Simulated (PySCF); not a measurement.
System: C₃H₁₃Si₃ (doublet).

```yaml
atoms:
  - { symbol: C, position_ang: [-0.2506, 0.1633, -0.0953] }
  - { symbol: Si, position_ang: [-1.6239, 1.2605, -0.7030] }
  - { symbol: Si, position_ang: [-1.0215, -2.0472, 1.4250] }
  - { symbol: C, position_ang: [1.0096, 0.7336, 0.4604] }
  - { symbol: Si, position_ang: [2.2976, 0.9892, -0.9186] }
  - { symbol: C, position_ang: [-0.3566, -1.3209, -0.2052] }
  - { symbol: H, position_ang: [-1.4662, 1.6330, -2.1491] }
  - { symbol: H, position_ang: [-2.9338, 0.5483, -0.5703] }
  - { symbol: H, position_ang: [-1.6549, 2.5307, 0.0878] }
  - { symbol: H, position_ang: [-1.0654, -3.5422, 1.3630] }
  - { symbol: H, position_ang: [-0.1334, -1.6393, 2.5562] }
  - { symbol: H, position_ang: [-2.3984, -1.5281, 1.6812] }
  - { symbol: H, position_ang: [1.4644, 0.0693, 1.2187] }
  - { symbol: H, position_ang: [0.8538, 1.7154, 0.9396] }
  - { symbol: H, position_ang: [3.5863, 1.4959, -0.3504] }
  - { symbol: H, position_ang: [1.7803, 1.9785, -1.9115] }
  - { symbol: H, position_ang: [2.5558, -0.3059, -1.6191] }
  - { symbol: H, position_ang: [0.6217, -1.7943, -0.4086] }
  - { symbol: H, position_ang: [-1.0452, -1.6445, -1.0043] }
```

Geometry: PBE0-D3(BJ)/def2-SVP.

Computed with UKS B3LYP, IGLO-III on C Si, pcH-1 on H, non-relativistic, mean-field spin-orbit, GIAO (PySCF 2.14.0, density-fitted response routines).

### Predict the electron density, electron localisation function and spin density between the atoms.

C–C (1.49 Å): ρ is about 1.7 e/Å³ halfway; the ELF peaks at about 0.95 between the atoms: a covalent bond.
C–Si (1.86 Å): the density is about 0.99 e/Å³ at the midpoint; the ELF peaks at about 0.95 between the atoms, as expected for a shared electron pair.
The unpaired spin (1 electron) lies mostly on C1 (about 0.5) and Si2 (about 0.1), in electrons by Hirshfeld's partition.

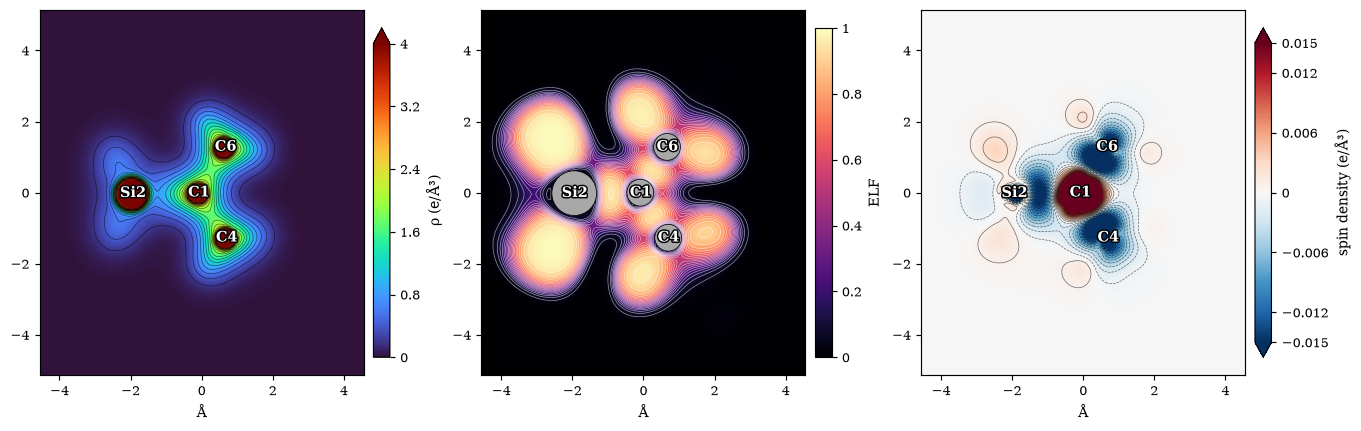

Computed electron density, electron localisation function and spin density on the plane of atoms C4, C1 and C6, in this order. Grey discs cover the atomic cores in the ELF map. 
